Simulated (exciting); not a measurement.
# Core excitons at the F K edge of InF3, part 2 of 2

How far do the exchange and direct terms reshape the F K edge of InF3?

exciting sodium; X-ray absorption, core-level Bethe-Salpeter equation, exchange and statically screened direct term, Tamm-Dancoff, all-electron LAPW+lo LDA.

So far. Step 5 (Independent particles): Maxima (height): 3.5 eV (0.31), 6.8 eV (0.45), 9.7 eV (0.73) and 16.3 eV (0.28). Against the singlet run the r.m.s. difference is 77 %. Moving the earlier curve by +4.6 eV leaves 40 %. The highest maximum lies at 9.7 eV (0.73), against 3.9 eV (1.00). Step 6 (Exchange alone): Maxima (height): 3.5 eV (0.31), 6.8 eV (0.44), 9.8 eV (0.73) and 16.3 eV (0.28). The spectrum differs from the independent-particle run by 2 % r.m.s.

**8. Local-field cutoff**

Changed against the first singlet run: cutoff of the screened term (bohr⁻¹) from 3 to 4.

input.xml

```
<input>
  <title>InF3</title>
  <structure speciespath="." autormt="false" epslat="1.0e-5">
    <crystal>
      <basevect>5.1119926251 2.9514103182 9.0565124506</basevect>
      <basevect>-5.1119926251 2.9514103182 9.0565124506</basevect>
      <basevect>0.0000000000 -5.9028206364 9.0565124506</basevect>
    </crystal>
    <species speciesfile="In.xml" rmt="2.183">
      <atom coord="0.0000000000 0.0000000000 0.0000000000"/>
      <atom coord="0.5000000000 0.5000000000 0.5000000000"/>
    </species>
    <species speciesfile="F.xml" rmt="1.582">
      <atom coord="0.8584000000 0.2500000000 0.6416000000"/>
      <atom coord="0.2500000000 0.6416000000 0.8584000000"/>
      <atom coord="0.6416000000 0.8584000000 0.2500000000"/>
      <atom coord="0.1416000000 0.7500000000 0.3584000000"/>
      <atom coord="0.7500000000 0.3584000000 0.1416000000"/>
      <atom coord="0.3584000000 0.1416000000 0.7500000000"/>
    </species>
  </structure>
  <groundstate do="skip" xctype="LDA_PW" ngridk="3 3 3" rgkmax="6.5" gmaxvr="14" nempty="8" swidth="0.001" maxscl="100" epsengy="1e-5"/>
  <xs xstype="BSE" ngridk="3 3 3" ngridq="3 3 3" vkloff="0.097 0.273 0.493" rgkmax="6.5" nempty="45" gqmax="4" lmaxapwwf="5" lmaxemat="2" broad="0.01654" tevout="true">
    <energywindow intv="23.484 25.101" points="439"/>
    <screening screentype="full" nempty="74"/>
    <BSE xas="true" xasspecies="2" xasatom="1" xasedge="K" bsetype="singlet" nstlxas="1 41"/>
    <qpointset>
      <qpoint>0 0 0</qpoint>
    </qpointset>
    <plan>
      <doonly task="xsgeneigvec"/>
      <doonly task="screen"/>
      <doonly task="scrcoulint"/>
    </plan>
  </xs>
</input>
```

input.xml for the exchange start (cutoff and plan only)

```
  gqmax="3"
  <plan>
    <doonly task="exccoulint"/>
  </plan>
```

Launch:

```
OMP_NUM_THREADS=1 mpirun -n 4 exciting
OMP_NUM_THREADS=1 mpirun -n 4 exciting
```

Numbers of over 12 decimals in the logs are rounded to 6 here.

The program printed:

```text
| EXCITING SODIUM started for task xsgeneigvec ( 301)                          =
One-shot GS runs for BSE calculations
One-shot GS runs for k+qmt/2 grids
Info(xsgeneigvec): Generating eigenvectors for Q-point      1
Info(xsgeneigvec): Generation of eigenvectors finished
| EXCITING SODIUM started for task screen ( 430)                               =
Info(screenlauncher): Calculating screening for unshifted q-grid.
Info(screenlauncher): Number of q points:       6
Info(screenlauncher): lowest (partially)  unoccupied state:     41
Info(screenlauncher): highest (partially) occupied state  :     40
Info(screenlauncher): number of occupied states considered:   40
Info(screenlauncher): number of unoccupied states considered:   75
Info(screenlauncher): Starting loop over q-points
Info(screenlauncher): Screening for unshifted q-grid finished
Info(screenlauncher): Screening finished
| EXCITING SODIUM started for task scrcoulint ( 440)                           =
Info(scrcoulintlauncher): Setting up screened Coulomb interaction matrix W.
Info(scrcoulintlauncher): Using momentum transfer vectors from list :   1 to  1
Info(scrcoulintlauncher): Calculating screened Coulomb interaction matrix W
Info(scrcoulintlauncher): Momentum transfer list index: iqmt=  1
Info(scrcoulintlauncher): Momentum transfer: vqmtl=   0.000   0.000   0.000
Info(scrcoulintlauncher): Calculating RR block of W
Info(scrcoulint): Inspecting occupations...
Info(setranges_modxs): Number of non-reduced k-points:       27
Info(setranges_modxs): Number of states considered:       86
Info(setranges_modxs): Number of (partially) occupied states:        2
Info(setranges_modxs): Highest (partially) occupied states:       40
Info(setranges_modxs): Number of (partially) unoccupied states:       46
Info(setranges_modxs): Lowest (partially) unoccupied states:       41
Info(scrcoulint): Selecting transitions...
Info(select_transitions): Inspecting transitions in the  band interval:
  lowest occupied state:   1
  highest occupied state:   2
  lowest unoccupied state:  41
  highest unoccupied state:  81
  Opening gap with a scissor of:      0.000/H      0.000/eV
Info(select_transitions): Number of participating transitions:    2214
Info(scrcoulint): Size of file SCCLI will be about     0.037874 GB
Info(scrcoulint): Using q-grid
Info(scrcoulint): Number of reduced q-points:      6
Info(scrcoulint): Number of non-reduced q-points:     27
Info(scrcoulint): Calculating W(G1,G2,qr) fourier coefficients
Info(scrcoulint): Calculating W matrix elements
Info(scrcoulintlauncher): Screened coulomb interaction finished for iqmt=   1
| EXCITING SODIUM started for task exccoulint ( 441)                           =
Info(exccoulintlauncher): Setting up exchange interaction matrix V.
Info(exccoulintlauncher): Using momentum transfer vectors from list :   1 to  1
Info(exccoulintlauncher):Calculating exchange interaction matrix V
Info(exccoulintlauncher): Momentum transfer list index: iqmt=  1
Info(exccoulintlauncher): Momentum transfer: vqmtl=   0.000   0.000   0.000
Info(exccoulintlauncher): Calculating RR block of V
Info(exccoulint): Inspecting occupations...
Info(setranges_modxs): Number of non-reduced k-points:       27
Info(setranges_modxs): Number of states considered:       86
Info(setranges_modxs): Number of (partially) occupied states:        2
Info(setranges_modxs): Highest (partially) occupied states:       40
Info(setranges_modxs): Number of (partially) unoccupied states:       46
Info(setranges_modxs): Lowest (partially) unoccupied states:       41
Info(exccoulint): Selecting transitions...
Info(select_transitions): Inspecting transitions in the  band interval:
  lowest occupied state:   1
  highest occupied state:   2
  lowest unoccupied state:  41
  highest unoccupied state:  81
  Opening gap with a scissor of:      0.000/H      0.000/eV
Info(select_transitions): Number of participating transitions:    2214
Info(exccoulint): Size of file EXCLI will be about     0.037874 GB
```

It took 28 min on 4 MPI ranks of Arm Neoverse V1, shared host.

The run was cut off at its time limit.

**9. Coarser mesh**

Changed against the first singlet run: k mesh from 3×3×3 to 2×2×2.

input.xml: that of step 8 with these lines changed.

```diff
@@ -22,3 +22,3 @@
   <groundstate do="skip" xctype="LDA_PW" ngridk="3 3 3" rgkmax="6.5" gmaxvr="14" nempty="8" swidth="0.001" maxscl="100" epsengy="1e-5"/>
-  <xs xstype="BSE" ngridk="3 3 3" ngridq="3 3 3" vkloff="0.097 0.273 0.493" rgkmax="6.5" nempty="45" gqmax="4" lmaxapwwf="5" lmaxemat="2" broad="0.01654" tevout="true">
+  <xs xstype="BSE" ngridk="2 2 2" ngridq="2 2 2" vkloff="0.097 0.273 0.493" rgkmax="6.5" nempty="45" gqmax="3" lmaxapwwf="5" lmaxemat="2" broad="0.01654" tevout="true">
     <energywindow intv="23.484 25.101" points="439"/>
@@ -31,4 +31,8 @@
       <doonly task="xsgeneigvec"/>
+      <doonly task="writepmatxs"/>
+      <doonly task="scrgeneigvec"/>
+      <doonly task="scrwritepmat"/>
       <doonly task="screen"/>
       <doonly task="scrcoulint"/>
+      <doonly task="exccoulint"/>
     </plan>
```

input.xml for the last start (plan only)

```
  <plan>
    <doonly task="bse"/>
  </plan>
```

Launch:

```
OMP_NUM_THREADS=1 mpirun -n 4 exciting
OMP_NUM_THREADS=4 exciting
```

The program printed:

```text
| EXCITING SODIUM started for task xsgeneigvec ( 301)                          =
One-shot GS runs for BSE calculations
One-shot GS runs for k+qmt/2 grids
Info(xsgeneigvec): Generating eigenvectors for Q-point      1
Info(xsgeneigvec): Generation of eigenvectors finished
| EXCITING SODIUM started for task writepmatxs ( 320)                          =
Info(writepmatxs): Momentum matrix elements finished
| EXCITING SODIUM started for task scrgeneigvec ( 401)                         =
One-shot GS runs for BSE calculations
One-shot GS runs for k+qmt/2 grids
[...]
Info(setup_bse_block): Setting up RR part of hamiltonian
Info(setup_bse_block): Singlet spin state
Info(bse): Diagonalizing RR Hamiltonian (TDA)
Info(bse): Invoking Lapack routine ZHEEVR
       656 eigen solutions found in the interval:
         i1=       1 i2=     656
Info(bse): Writing excition energies and oscillator strengths to text file.
Info(makespectrum_dist): Making spectrum using formula for coupling with time reversed AR basis.
Info(makespectrum_dist): Using formalism for vanishing momentum transfer.
Info(writederived): Writing quantities derived from the macroscopic dielectric function.
Info(bselauncher): Spectrum finished for iqmt=  1
Info(bselauncher): All done for BSE type singlet
```

Elapsed: 4.1 min, on 4 MPI ranks.

These settings are cheaper. The spectrum differs from the singlet run by 7 % r.m.s. The lowest bare transition of this run lies at 0.65 eV, against 0.30. A coarse mesh samples few band energies, and it inflates the long-range part of the attraction.

| E (eV) | first run | this run |
| --- | --- | --- |
| -4.0 | 0.03 | 0.03 |
| -3.0 | 0.05 | 0.05 |
| -2.0 | 0.12 | 0.12 |
| -1.0 | 0.48 | 0.45 |
| 0.0 | 0.56 | 0.68 |
| 1.0 | 0.37 | 0.30 |
| 2.0 | 0.28 | 0.31 |
| 3.0 | 0.38 | 0.37 |
| 4.0 | 0.98 | 0.94 |
| 5.0 | 0.64 | 0.60 |
| 6.0 | 0.46 | 0.49 |
| 7.0 | 0.50 | 0.50 |
| 8.0 | 0.32 | 0.34 |
| 9.0 | 0.29 | 0.30 |
| 10.0 | 0.19 | 0.19 |
| 11.0 | 0.15 | 0.15 |
| 12.0 | 0.15 | 0.14 |
| 13.0 | 0.15 | 0.17 |
| 14.0 | 0.21 | 0.20 |
| 15.0 | 0.16 | 0.16 |
| 16.0 | 0.12 | 0.12 |
| 17.0 | 0.12 | 0.12 |
| 18.0 | 0.16 | 0.14 |
| 19.0 | 0.16 | 0.16 |
| 20.0 | 0.16 | 0.17 |
| 21.0 | 0.16 | 0.16 |
| 22.0 | 0.16 | 0.17 |

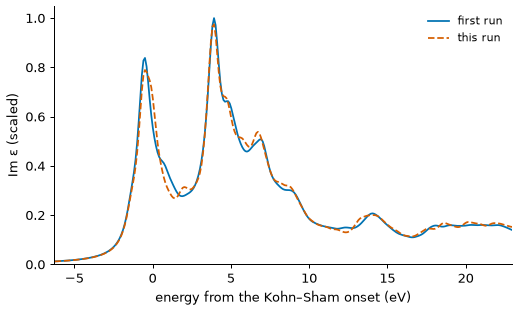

This run beside the first singlet run.

**10. From independent particles to the full kernel**

| level | curve passes 0.15 (eV) | highest maximum (eV) | its height |
| --- | --- | --- | --- |
| IP | 1.8 | 9.7 | 0.73 |
| RPA | 1.8 | 9.8 | 0.73 |
| singlet | -1.8 | 3.9 | 1.00 |

| E (eV) | IP | RPA | singlet |
| --- | --- | --- | --- |
| -4.0 | 0.01 | 0.01 | 0.03 |
| -3.0 | 0.01 | 0.01 | 0.05 |
| -2.0 | 0.01 | 0.01 | 0.12 |
| -1.0 | 0.02 | 0.02 | 0.48 |
| 0.0 | 0.03 | 0.03 | 0.56 |
| 1.0 | 0.09 | 0.08 | 0.37 |
| 2.0 | 0.18 | 0.17 | 0.28 |
| 3.0 | 0.30 | 0.30 | 0.38 |
| 4.0 | 0.29 | 0.29 | 0.98 |
| 5.0 | 0.20 | 0.20 | 0.64 |
| 6.0 | 0.33 | 0.32 | 0.46 |
| 7.0 | 0.45 | 0.44 | 0.50 |
| 8.0 | 0.45 | 0.44 | 0.32 |
| 9.0 | 0.63 | 0.62 | 0.29 |
| 10.0 | 0.70 | 0.71 | 0.19 |
| 11.0 | 0.50 | 0.51 | 0.15 |
| 12.0 | 0.37 | 0.38 | 0.15 |
| 13.0 | 0.26 | 0.26 | 0.15 |
| 14.0 | 0.20 | 0.20 | 0.21 |
| 15.0 | 0.22 | 0.22 | 0.16 |
| 16.0 | 0.28 | 0.28 | 0.12 |
| 17.0 | 0.24 | 0.24 | 0.12 |
| 18.0 | 0.17 | 0.18 | 0.16 |
| 19.0 | 0.17 | 0.17 | 0.16 |
| 20.0 | 0.19 | 0.19 | 0.16 |
| 21.0 | 0.22 | 0.22 | 0.16 |
| 22.0 | 0.23 | 0.23 | 0.16 |

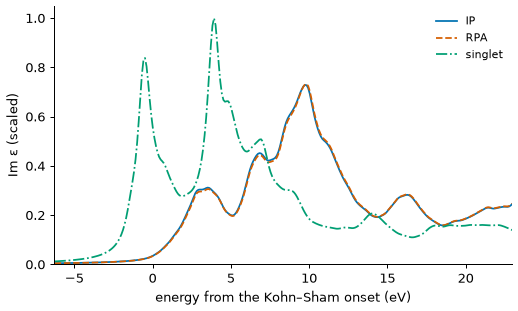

The spectrum at each level.

**11. Summary of results**

| Item | Value |
| --- | --- |
| absorber and edge | F K, atom 3 |
| surroundings | 2 In at 2.05 Å (bent, 147°, site symmetry 2) |
| first bright state | -1.34 eV from the Kohn–Sham onset, on this mesh |
| highest maximum | 3.9 eV |
| cost of the BSE run | 18 min on 4 MPI ranks of Arm Neoverse V1, shared host; the last task ran on as many threads |

**Reading.** Is a core exciton bound? Yes on this mesh: the first bright state (over 5 % of the brightest) lies at -1.34 eV from the Kohn–Sham onset and at -1.65 eV from the lowest bare transition of its own mesh. Changing the half width (eV) from 0.45 to 1.35 alters the spectrum by 28 % r.m.s. Exchange alone changes the independent-particle spectrum by 1.5 % r.m.s. With 27 k points the binding energies are rough, and fine structure above the first lines is partly noise of the mesh. Exchange and the short-range direct term aren't converged in the kernel cutoff. The zero comes from the unshifted 3×3×3 ground-state mesh; it is exact only where the band minimum lies on that mesh. The Kohn–Sham onset, 651 eV, is no photon energy: the scale needs a rigid shift. Bands and screening come from semilocal DFT, whose small gap overscreens. Vibrations and energy-dependent lifetimes are left out. The structure is a published determination, not relaxed.

[Banner, clock and machine lines of the logs are left out without a mark of their own.]

[Logs are printed without paths, hosts, clocks, repeated set-up lines and the standing remarks that a program may print on its own settings, such as how far it seeks lower states.]

[Hosts, paths, dates, database ids (printed as entryN), source tags and the programs' standing remarks are cut or masked in the printed files.]
